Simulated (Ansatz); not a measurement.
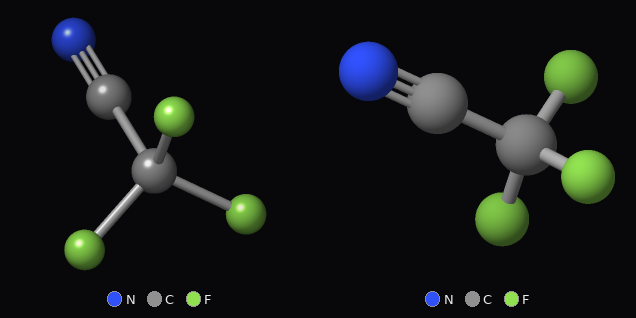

Two views of one molecule.

The geometry was computed by an optimisation with PBE0-D4/def2-TZVP.

Describe the molecule.

It has 6 atoms: 2 carbon, 3 fluorine and 1 nitrogen (C2F3N). Its SMILES string is `N#CC(F)(F)F`. It has no ring. Among its groups: nitrile, C–F bond. The point group is C3v. Coordination: 1 C linear; 1 C tetrahedral.

More results for the same structure follow; atom numbers are the same in all pictures, views and colours differ.

## Thermal motion

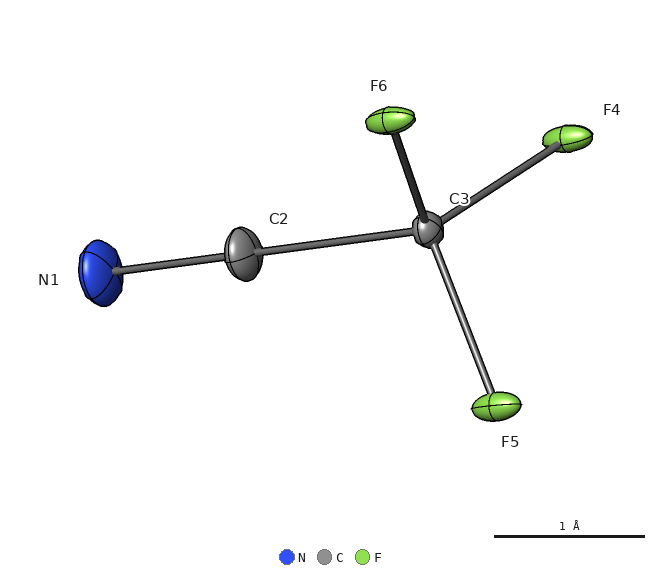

Displacement ellipsoids at the 50 % level, enlarged 2 times, from the internal vibrations of the free molecule (harmonic, no overall translation or rotation; no half-axis is drawn under 0.075 Å). Vibrations computed with RKS PBE0-D4/def2-TZVP (Ansatz 0.2.0). Temperature: 298 K.

Give the displacement parameters, one line for each set of equivalent atoms.

```tsv
atom	U_eq (Å²)	rms amplitudes (Å)
N1	0.0039	0.036, 0.072, 0.072
C2	0.0027	0.034, 0.059, 0.059
C3	0.0014	0.032, 0.041, 0.041
F4, F5, F6	0.0019	0.030, 0.031, 0.062
```

## Levels of theory compared

Program: Ansatz 0.2.0.

Tabulate dipole (D) at these levels: B3LYP-D4/def2-TZVPP; PBE-D4/def2-TZVPP; PBE0-D4/def2-TZVP; r2SCAN-D4/def2-TZVPP; ωB97M-V/def2-TZVPP.

```csv
level,dipole (D)
B3LYP-D4/def2-TZVPP,1.40
PBE-D4/def2-TZVPP,1.48
PBE0-D4/def2-TZVP,1.42
r2SCAN-D4/def2-TZVPP,1.49
ωB97M-V/def2-TZVPP,1.40
```

## Charges

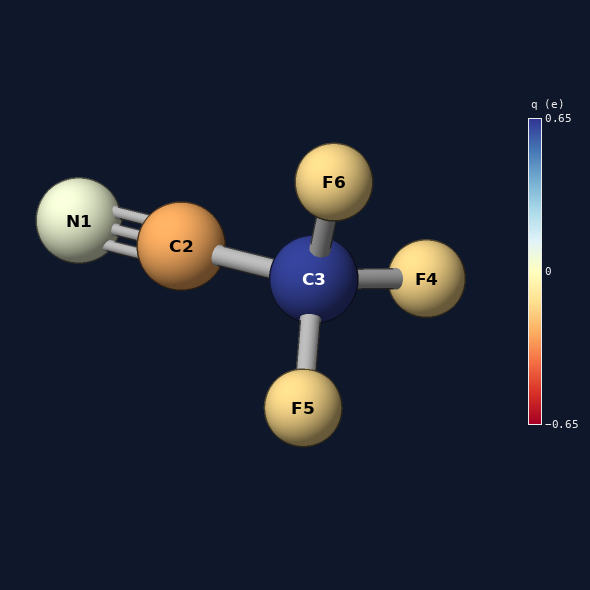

Atoms are coloured by their Mulliken charges. Level of theory: RKS B3LYP-D4/def2-TZVPP (Ansatz 0.2.0).

Give the Mulliken charges atom by atom.

| atom | value (e) |
| --- | --- |
| N1 | 0.05 |
| C2 | −0.26 |
| C3 | 0.62 |
| F4 | −0.14 |
| F5 | −0.14 |
| F6 | −0.14 |

Mulliken values depend strongly on the basis set and can even reverse the polarity of a bond.
